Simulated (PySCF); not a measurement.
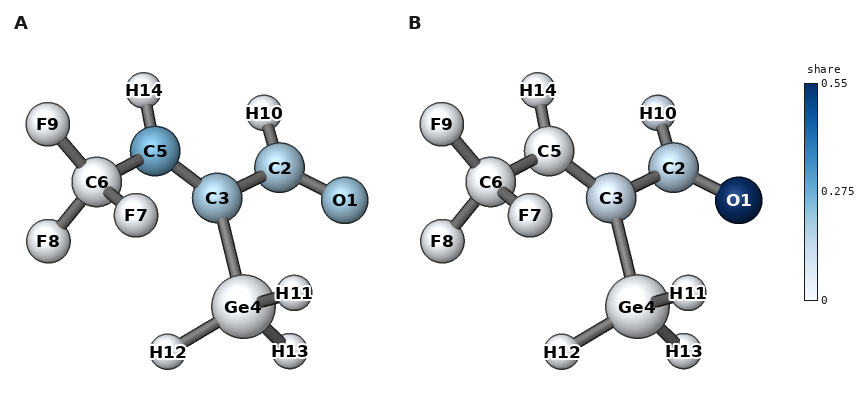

Each panel colours the atoms by their Löwdin share in one orbital (up to four of the largest shares; other atoms are shown as zero). The geometry was computed by an optimisation with GFN2-xTB. No frequency run is at hand to confirm it as a minimum. Method: CAM-B3LYP/def2-SVPD (PySCF 2.14.0).

### The panels show the HOMO, LUMO, in some order. Which is which?

A: LUMO, −1.63 eV; C5 0.26, O1 0.20, C3 0.18, C2 0.18
B: HOMO, −9.65 eV; O1 0.55, C2 0.15, C3 0.11, H10 0.09

The geometry is semi-empirical. Around Ge such bond lengths and angles can be off by a tenth of an ångström or more and by several degrees, and values that hang on the shape move with them.
